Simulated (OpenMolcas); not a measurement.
**Run report: Te³⁺, multiconfigurational calculation (part 2 of 2)**

Continued. System: Te³⁺. Method: state-averaged RASSCF, active space 3 electrons in the shells 5s 5p 5d; RAS3 5d with at most 2 electrons, basis ANO-R2, X2C scalar Hamiltonian, spin-orbit coupling by RASSI with atomic mean-field integrals (OpenMolcas).

**Output (extracts), continued**
```
++ Dipole transition strengths (spin-free states):
   -----------------------------------------------
     for osc. strength at least  1.00000000E+00

  ( Max oscillator strength is only   0.55914320231270642      )
--
Eigenvalues of complex Hamiltonian:
   -----------------------------------
  (Shifted by EMIN (a.u.) =      -6789.0256413020)

 SO State       Relative EMIN(au)   Rel lowest level(eV)    D:o, cm**(-1)     J-value

     1            -0.0242232359        0.0000000000              0.0000         0.4
     2            -0.0242232359        0.0000000000              0.0000         0.4
     3             0.0120734477        0.9876830778           7966.2013         1.4
     4             0.0120734477        0.9876830778           7966.2013         1.4
     5             0.0120734477        0.9876830778           7966.2013         0.9
     6             0.0120734477        0.9876830778           7966.2013         0.9
     7             0.2630056817        7.8158970183          63039.4608         0.4
     8             0.2630056817        7.8158970183          63039.4608         0.4
     9             0.2787485394        8.2442820002          66494.6187         1.2
    10             0.2787485394        8.2442820002          66494.6187         1.2
    11             0.2787485394        8.2442820002          66494.6187         1.1
    12             0.2787485394        8.2442820002          66494.6187         1.2
    13             0.2976336979        8.7581733426          70639.4319         1.2
    14             0.2976336979        8.7581733426          70639.4319         1.2
    15             0.2976336979        8.7581733426          70639.4319         2.1
    16             0.2976336979        8.7581733426          70639.4319         2.4
    17             0.2976336979        8.7581733426          70639.4319         2.4
    18             0.2976336979        8.7581733426          70639.4319         2.1
    19             0.3838883754       11.1052826860          89570.1454         1.3
    20             0.3838883754       11.1052826860          89570.1454         1.3
    21             0.3838883754       11.1052826860          89570.1454         1.0
    22             0.3838883754       11.1052826860          89570.1454         1.0
    23             0.3891720587       11.2490590337          90729.7799         2.0
    24             0.3891720587       11.2490590337          90729.7799         2.0
    25             0.3891720587       11.2490590337          90729.7799         2.2
    26             0.3891720587       11.2490590337          90729.7799         2.2
    27             0.3891720587       11.2490590337          90729.7799         1.7
    28             0.3891720587       11.2490590337          90729.7799         1.7
    29             0.4883492085       13.9478067643         112496.6483         0.4
    30             0.4883492085       13.9478067643         112496.6483         0.4
    31             0.5288947739       15.0511078060         121395.3713         0.4
    32             0.5288947739       15.0511078060         121395.3713         0.4
    33             0.5424680837       15.4204563811         124374.3685         1.1
    34             0.5424680837       15.4204563811         124374.3685         1.1
    35             0.5424680837       15.4204563811         124374.3685         1.2
    36             0.5424680837       15.4204563811         124374.3685         1.2
    37             0.7509811937       21.0943871540         170137.7064         1.2
    38             0.7509811937       21.0943871540         170137.7064         1.2
    39             0.7509811937       21.0943871540         170137.7064         1.1
    40             0.7509811937       21.0943871540         170137.7064         1.1
    41             0.7595852502       21.3285154598         172026.0786         1.9
Weights of the five most important spin-orbit-free states for each spin-orbit state.

 SO State  Total energy (au)           Spin-free states, spin, and weights
 -------------------------------------------------------------------------------------------------------
    1        -0.024223       3 0.5  0.3333    4 0.5  0.3333    2 0.5  0.3333   12 0.5  0.0000   11 0.5  0.0000
    2        -0.024223       2 0.5  0.3333    3 0.5  0.3333    4 0.5  0.3333   10 0.5  0.0000   12 0.5  0.0000
    3         0.012073       4 0.5  0.6589    2 0.5  0.1776    3 0.5  0.1634    1 1.5  0.0000    6 0.5  0.0000
    4         0.012073       4 0.5  0.6589    2 0.5  0.1777    3 0.5  0.1633    1 1.5  0.0000    6 0.5  0.0000
    5         0.012073       3 0.5  0.5033    2 0.5  0.4889    4 0.5  0.0077    1 1.5  0.0000    9 0.5  0.0000
    6         0.012073       3 0.5  0.5032    2 0.5  0.4890    4 0.5  0.0077    1 1.5  0.0000    9 0.5  0.0000
    7         0.263006      15 1.5  0.3279   14 1.5  0.3279   13 1.5  0.3279   21 0.5  0.0152   24 0.5  0.0003
    8         0.263006      15 1.5  0.3279   13 1.5  0.3279   14 1.5  0.3279   21 0.5  0.0152   23 0.5  0.0003
    9         0.278749      15 1.5  0.5259   13 1.5  0.3575   14 1.5  0.1123   16 0.5  0.0012   20 0.5  0.0007
   10         0.278749      15 1.5  0.5577   13 1.5  0.3236   14 1.5  0.1143   16 0.5  0.0012   20 0.5  0.0009
   11         0.278749      14 1.5  0.5411   13 1.5  0.3489   15 1.5  0.1057   17 0.5  0.0012   19 0.5  0.0009
   12         0.278749      14 1.5  0.5598   13 1.5  0.2976   15 1.5  0.1382   17 0.5  0.0012   19 0.5  0.0008
```

**Spin-orbit levels, grouped by J and assigned**

```tsv
Configuration	Level	E (cm⁻¹)	LS purity (%)	Landé g
5s² 5p	²P°₁/₂	0	100	0.666
5s² 5p	²P°₃/₂	7,966	100	1.334
5s 5p²	⁴P₁/₂	63,040	98	2.658
5s 5p²	⁴P₃/₂	66,490	100	1.732
5s 5p²	⁴P₅/₂	70,640	97	1.588
5s 5p²	²D₃/₂	89,570	99	0.807
5s 5p²	²D₅/₂	90,730	97	1.213
5s 5p²	²S₁/₂	112,500	70	1.626
```

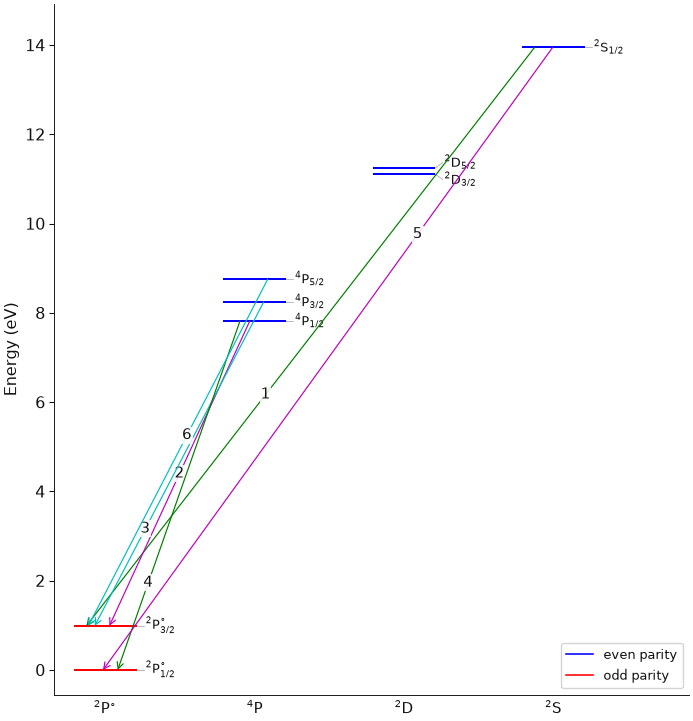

Fig. 1: Levels of Te IV with 6 numbered transitions. Rates are at computed energies.

```tsv
No.	Upper	Lower	Type	λ (vacuum)	A (s⁻¹)
1	5s 5p² ²S₁/₂	5s² 5p ²P°₃/₂	E1	95.7 nm	9.0×10⁷
2	5s 5p² ⁴P₁/₂	5s² 5p ²P°₃/₂	E1	182 nm	2.3×10⁶
3	5s 5p² ⁴P₃/₂	5s² 5p ²P°₃/₂	E1	171 nm	1.4×10⁶
4	5s 5p² ⁴P₁/₂	5s² 5p ²P°₁/₂	E1	159 nm	8.0×10⁶
5	5s 5p² ²S₁/₂	5s² 5p ²P°₁/₂	E1	88.9 nm	5.0×10⁹
6	5s 5p² ⁴P₅/₂	5s² 5p ²P°₃/₂	E1	160 nm	3.1×10⁶
```

Line 5 has the largest rate; it falls in the extreme ultraviolet region.

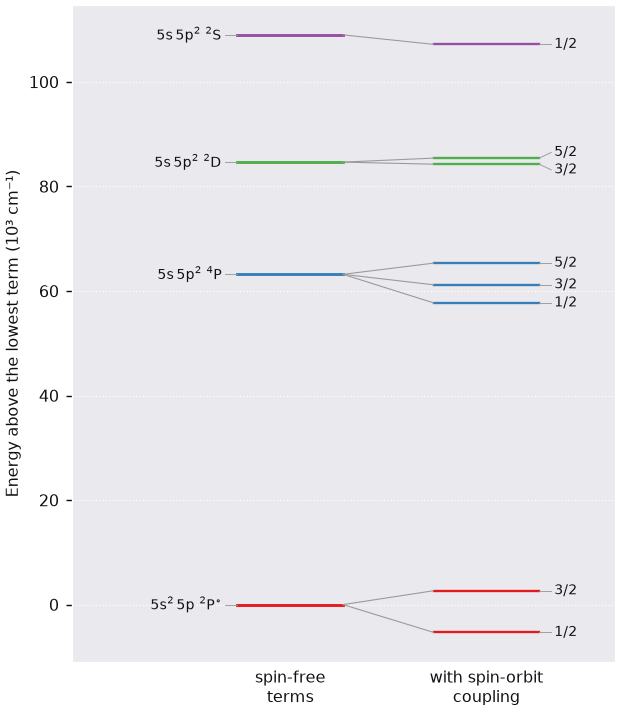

Fig. 2: Terms of Te³⁺ without and with spin-orbit coupling; numbers at the right are J. 5s² 5p ²P° (at 0) splits over 7,970 cm⁻¹ into J = 1/2, 3/2 from the bottom up (normal); 5s 5p² ⁴P (at 63,200 cm⁻¹) splits over 7,600 cm⁻¹ into J = 1/2, 3/2, 5/2 from the bottom up (normal); 5s 5p² ²D (at 84,700 cm⁻¹) splits over 1,160 cm⁻¹ into J = 3/2, 5/2 from the bottom up (normal); 5s 5p² ²S (at 109,000 cm⁻¹) gives the one level J = 1/2. The ground level lies 5,320 cm⁻¹ below the lowest term.

Outcome of the run: converged.
